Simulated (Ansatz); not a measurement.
# C₂H₆AlBClN: one species, many methods

How much do the methods differ for C₂H₆AlBClN? The plan is to run it at one geometry with functionals of several rungs and with coupled cluster. The yardstick is the atomisation energy at the CCSD(T) limit.

Method: functionals in def2-TZVPP, the program's frozen cores in correlated methods; program: Ansatz 0.2.0, Gaussian basis.

Plan: PBE-D4, r2SCAN-D4, PBE0-D4, B3LYP-D4, ωB97X-V, ωB97M-V, B2PLYP; CCSD(T)/def2-TZVPP; MP2/def2-QZVPP; extrapolation to the limit.

**1. The relaxed structure**

The geometry comes from an earlier relaxation with PBE0-D4 in a triple-zeta def2 set; it is a stationary point, not always the lowest conformer.

SMILES `CB(Cl)[C](=N)[AlH2]`, 12 atoms, charge 0, spin multiplicity 1.

Atoms are counted from 1 here; the program's logs count them from 0.

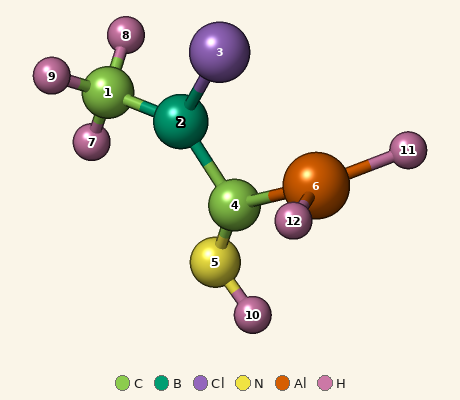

The structure; carbon green, boron teal, chlorine purple, nitrogen yellow, aluminium orange, hydrogen pink; atoms are numbered from 1 in the order of the file.

**2. PBE-D4 (GGA)**

Contents of in.yaml:

```yaml
crystal:
  periodic: [false, false, false]
  atoms:
    - {symbol: C, position_ang: [0.698888, -1.350887, 1.496169]}
    - {symbol: B, position_ang: [0.106470, -0.207582, 0.653810]}
    - {symbol: Cl, position_ang: [-0.685969, 1.215157, 1.467693]}
    - {symbol: C, position_ang: [0.015917, 0.032425, -0.893649]}
    - {symbol: N, position_ang: [0.540600, -0.874773, -1.634526]}
    - {symbol: Al, position_ang: [-0.947720, 1.786911, -1.065986]}
    - {symbol: H, position_ang: [1.154935, -2.104918, 0.853252]}
    - {symbol: H, position_ang: [-0.080601, -1.822657, 2.104867]}
    - {symbol: H, position_ang: [1.446236, -0.973708, 2.202058]}
    - {symbol: H, position_ang: [0.447324, -0.654066, -2.630760]}
    - {symbol: H, position_ang: [-2.521362, 1.780857, -1.283094]}
    - {symbol: H, position_ang: [-0.097722, 3.118142, -1.235833]}
basis:
  gaussian: {orbitals: def2-TZVPP}
hamiltonian: {xc: pbe, dispersion: d4}
output: {forces: true, orbitals: {seedname: orbitals}}
```

Started as:

```sh
ansatz run in.yaml --threads 4 --pin off --events-out ev --progress --plain --max-ram 10444MiB
```

Log (excerpt; [...] marks lines left out):

```text
Functional definition: PBE
  name "PBE"
  cite "Perdew, Burke & Ernzerhof, Phys. Rev. Lett. 77, 3865 (1996) doi:10.1103/PhysRevLett.77.3865"
  parent pbe
[...]
1601 factors; their error is unknown
[...]
mean field -23445.31401627 eV, -861.5993982933 hartree, gradient 3.6e-5 eV, S^2 0.000000; 0 other end points of the search recorded, 0 dependent functions left out
[...]
reference -23445.31406933 eV, -861.5994002433 hartree; 30, 30 occupied and 262, 262 virtual orbitals, 1601 factors
Total energy: -23445.62335537 eV, -861.6107662956 hartree
Atom 0 at     0.698888    -1.350887     1.496169 Å, force    -0.041723     0.083756    -0.077811 eV/Å
Atom 1 at     0.106470    -0.207582     0.653810 Å, force     0.015357    -0.029810    -0.013507 eV/Å
Atom 2 at    -0.685969     1.215157     1.467693 Å, force    -0.082395     0.146891     0.139677 eV/Å
Atom 3 at     0.015917     0.032425    -0.893649 Å, force    -0.262455     0.453213     0.368448 eV/Å
Atom 4 at     0.540600    -0.874773    -1.634526 Å, force     0.380575    -0.672253    -0.142283 eV/Å
Atom 5 at    -0.947720     1.786911    -1.065986 Å, force    -0.017954     0.033813    -0.009162 eV/Å
Atom 6 at     1.154935    -2.104918     0.853252 Å, force     0.092891    -0.155636    -0.126088 eV/Å
Atom 7 at    -0.080601    -1.822657     2.104867 Å, force    -0.134611    -0.100525     0.135397 eV/Å
Atom 8 at     1.446236    -0.973708     2.202058 Å, force     0.143357     0.055346     0.154618 eV/Å
Atom 9 at     0.447324    -0.654066    -2.630760 Å, force    -0.027835     0.065766    -0.392767 eV/Å
Atom 10 at    -2.521362     1.780857    -1.283094 Å, force    -0.125136     0.008453    -0.020088 eV/Å
Atom 11 at    -0.097722     3.118142    -1.235833 Å, force     0.059930     0.110985    -0.016433 eV/Å
Dipole moment:     0.081308    -0.165634     0.231268 e Å
```

Run time: 3 s. Hardware: 4 threads of Arm Neoverse V2, shared host; peak memory 0.44 GiB.

With the free atoms at this level, -23399.559 eV in sum, the atomisation energy is 46.065 eV. HOMO -5.16 eV, LUMO -3.56 eV.

**3. r2SCAN-D4 (meta-GGA)**

in.yaml: that of step 2 with these lines changed.

```diff
@@ -17,3 +17,3 @@
   gaussian: {orbitals: def2-TZVPP}
-hamiltonian: {xc: pbe, dispersion: d4}
+hamiltonian: {xc: r2scan, dispersion: d4}
 output: {forces: true, orbitals: {seedname: orbitals}}
```

The command is unchanged.

Log (excerpt; [...] marks lines left out):

```text
Functional definition: r2SCAN
  name "r2SCAN"
  cite "Furness, Kaplan, Ning, Perdew & Sun, J. Phys. Chem. Lett. 11, 8208 (2020) doi:10.1021/acs.jpclett.0c02405"
  cite "Furness, Kaplan, Ning, Perdew & Sun, J. Phys. Chem. Lett. 11, 9248 (2020) doi:10.1021/acs.jpclett.0c03077"
  parent r2scan
[...]
1601 factors; their error is unknown
[...]
mean field -23455.90113126 eV, -861.9884675928 hartree, gradient 1.9e-5 eV, S^2 0.000000; 0 other end points of the search recorded, 0 dependent functions left out
[...]
reference -23455.90114657 eV, -861.9884681556 hartree; 30, 30 occupied and 262, 262 virtual orbitals, 1601 factors
Total energy: -23455.97860468 eV, -861.9913146885 hartree
Atom 0 at     0.698888    -1.350887     1.496169 Å, force    -0.003948     0.007913    -0.023106 eV/Å
Atom 1 at     0.106470    -0.207582     0.653810 Å, force     0.068811    -0.127567    -0.036564 eV/Å
Atom 2 at    -0.685969     1.215157     1.467693 Å, force    -0.074236     0.132644     0.098820 eV/Å
Atom 3 at     0.015917     0.032425    -0.893649 Å, force    -0.166771     0.292487     0.140719 eV/Å
Atom 4 at     0.540600    -0.874773    -1.634526 Å, force     0.201658    -0.349883    -0.155098 eV/Å
Atom 5 at    -0.947720     1.786911    -1.065986 Å, force    -0.019255     0.034890     0.031208 eV/Å
Atom 6 at     1.154935    -2.104918     0.853252 Å, force    -0.007188     0.009978     0.019707 eV/Å
Atom 7 at    -0.080601    -1.822657     2.104867 Å, force     0.025166     0.003391     0.004581 eV/Å
Atom 8 at     1.446236    -0.973708     2.202058 Å, force    -0.015687    -0.018709     0.003191 eV/Å
Atom 9 at     0.447324    -0.654066    -2.630760 Å, force    -0.012467     0.021751    -0.072415 eV/Å
Atom 10 at    -2.521362     1.780857    -1.283094 Å, force     0.020570     0.006596    -0.005229 eV/Å
Atom 11 at    -0.097722     3.118142    -1.235833 Å, force    -0.016655    -0.013492    -0.005814 eV/Å
Dipole moment:     0.084781    -0.171751     0.228152 e Å
```

It took 6 s on 4 threads of Arm Neoverse V2, shared host; peak memory 0.48 GiB.

With the free atoms at this level, -23410.791 eV in sum, the atomisation energy is 45.187 eV. HOMO -5.38 eV, LUMO -3.39 eV.

**4. PBE0-D4 (hybrid)**

in.yaml: that of step 3 with these lines changed.

```diff
@@ -17,3 +17,3 @@
   gaussian: {orbitals: def2-TZVPP}
-hamiltonian: {xc: r2scan, dispersion: d4}
-output: {forces: true, orbitals: {seedname: orbitals}}
+hamiltonian: {xc: pbe0, dispersion: d4}
+output: {orbitals: {seedname: orbitals}}
```

The command is unchanged.

Log:

```text
Functional definition: PBE0
  name "PBE0"
  cite "Adamo & Barone, J. Chem. Phys. 110, 6158 (1999) doi:10.1063/1.478522"
  cite "Perdew, Burke & Ernzerhof, Phys. Rev. Lett. 77, 3865 (1996) doi:10.1103/PhysRevLett.77.3865"
  parent pbe
  parameter a = 0.25
  parameter kappa = 0.804
  parameter beta = 0.06672455060314922
  exchange = (1 - a)*pbe_x(kappa = kappa, mu = beta*pi^2/3) + a*exact_x
  correlation = pbe_c(beta = beta)
1663 factors; their error is unknown
mean field evaluation 1: about -23436.8275 eV, gradient 6.8e1 eV
mean field evaluation 2: about -23421.9662 eV, gradient 9.9e1 eV
mean field evaluation 4: about -23447.1364 eV, gradient 1.1e1 eV
mean field evaluation 8: about -23447.4007 eV, gradient 1.5e-1 eV
mean field evaluation 16: about -23447.4398 eV, gradient 2.9e-4 eV
mean field -23447.43983704 eV, -861.6775207658 hartree, gradient 7.5e-5 eV, S^2 0.000000; 0 other end points of the search recorded, 0 dependent functions left out
reference -23447.43987589 eV, -861.6775221932 hartree; 30, 30 occupied and 262, 262 virtual orbitals, 1663 factors
Total energy: -23447.70410179 eV, -861.6872323161 hartree
```

Run time: 3.8 s. Hardware: 4 threads of Arm Neoverse V2, shared host; peak memory 0.88 GiB.

With the free atoms at this level, -23402.485 eV in sum, the atomisation energy is 45.219 eV. HOMO -6.48 eV, LUMO -2.60 eV.

**5. B3LYP-D4 (hybrid)**

B3LYP here takes the VWN-RPA correlation.

in.yaml: that of step 4 with these lines changed.

```diff
@@ -17,3 +17,3 @@
   gaussian: {orbitals: def2-TZVPP}
-hamiltonian: {xc: pbe0, dispersion: d4}
-output: {orbitals: {seedname: orbitals}}
+hamiltonian: {xc: {name: B3LYP}, dispersion: d4}
+output: {forces: true, orbitals: {seedname: orbitals}}
```

Same command.

Log (excerpt; [...] marks lines left out):

```text
Functional definition: B3LYP
  name "B3LYP"
  cite "Stephens, Devlin, Chabalowski & Frisch, J. Phys. Chem. 98, 11623 (1994) doi:10.1021/j100096a001"
  cite "Becke, Phys. Rev. A 38, 3098 (1988) doi:10.1103/PhysRevA.38.3098"
  cite "Lee, Yang & Parr, Phys. Rev. B 37, 785 (1988) doi:10.1103/PhysRevB.37.785"
  cite "Vosko, Wilk & Nusair, Can. J. Phys. 58, 1200 (1980) doi:10.1139/p80-159"
[...]
1644 factors; their error is unknown
[...]
mean field -23461.37800118 eV, -862.1897388500 hartree, gradient 1.3e-5 eV, S^2 0.000000; 0 other end points of the search recorded, 0 dependent functions left out
[...]
reference -23461.37832908 eV, -862.1897509001 hartree; 30, 30 occupied and 262, 262 virtual orbitals, 1644 factors
Total energy: -23461.87768535 eV, -862.2081019046 hartree
Atom 0 at     0.698888    -1.350887     1.496169 Å, force     0.025440    -0.054532     0.016653 eV/Å
[...]
Atom 2 at    -0.685969     1.215157     1.467693 Å, force    -0.080927     0.140936     0.208912 eV/Å
Atom 3 at     0.015917     0.032425    -0.893649 Å, force    -0.061916     0.102270     0.171078 eV/Å
Atom 4 at     0.540600    -0.874773    -1.634526 Å, force     0.063665    -0.101695    -0.167864 eV/Å
Atom 5 at    -0.947720     1.786911    -1.065986 Å, force    -0.068804     0.131958    -0.137654 eV/Å
Atom 6 at     1.154935    -2.104918     0.853252 Å, force    -0.017139     0.027173     0.052861 eV/Å
Atom 7 at    -0.080601    -1.822657     2.104867 Å, force     0.039964     0.005155    -0.019921 eV/Å
Atom 8 at     1.446236    -0.973708     2.202058 Å, force    -0.022064    -0.028968    -0.024203 eV/Å
Atom 9 at     0.447324    -0.654066    -2.630760 Å, force     0.015159    -0.030275    -0.012772 eV/Å
Atom 10 at    -2.521362     1.780857    -1.283094 Å, force     0.104544     0.003935     0.006843 eV/Å
Atom 11 at    -0.097722     3.118142    -1.235833 Å, force    -0.059555    -0.086143     0.003760 eV/Å
Dipole moment:     0.071814    -0.147367     0.217724 e Å
```

It took 6 s on 4 threads of Arm Neoverse V2, shared host; peak memory 1 GiB.

With the free atoms at this level, -23416.878 eV in sum, the atomisation energy is 45.000 eV. HOMO -6.28 eV, LUMO -2.78 eV.

**6. ωB97X-V (range-separated)**

in.yaml: that of step 5 with these lines changed.

```diff
@@ -17,3 +17,3 @@
   gaussian: {orbitals: def2-TZVPP}
-hamiltonian: {xc: {name: B3LYP}, dispersion: d4}
-output: {forces: true, orbitals: {seedname: orbitals}}
+hamiltonian: {xc: {name: wB97X-V}}
+output: {orbitals: {seedname: orbitals}}
```

Launched as before.

Log (excerpt; [...] marks lines left out):

```text
Functional definition: wB97X-V
  name "wB97X-V"
  cite "Mardirossian & Head-Gordon, Phys. Chem. Chem. Phys. 16, 9904 (2014) doi:10.1039/C3CP54374A"
  cite "Becke, J. Chem. Phys. 107, 8554 (1997) doi:10.1063/1.475007"
  cite "Vydrov & Van Voorhis, J. Chem. Phys. 133, 244103 (2010) doi:10.1063/1.3521275"
[...]
      + integral(e_c_pw_opposite_spin*poly(b97_u_opposite, cos0, cos1)) + vv10(b, c)
1636 factors; their error is unknown
383 factors; integrals over basis functions are off by at most 1.1e-5 eV
[...]
mean field -23455.94580746 eV, -861.9901094132 hartree, gradient 3.0e-5 eV, S^2 0.000000; 0 other end points of the search recorded, 0 dependent functions left out
reference -23455.94580495 eV, -861.9901093207 hartree; 30, 30 occupied and 262, 262 virtual orbitals, 1636 factors
Total energy: -23455.94580495 eV, -861.9901093207 hartree
```

Run time: 9.5 s. Hardware: 4 threads of Arm Neoverse V2, shared host; peak memory 1.1 GiB.

Atomisation energy: 45.104 eV (free atoms -23410.842 eV, run apart). HOMO -8.85 eV, LUMO -0.35 eV.

[end of part 1 of 2]
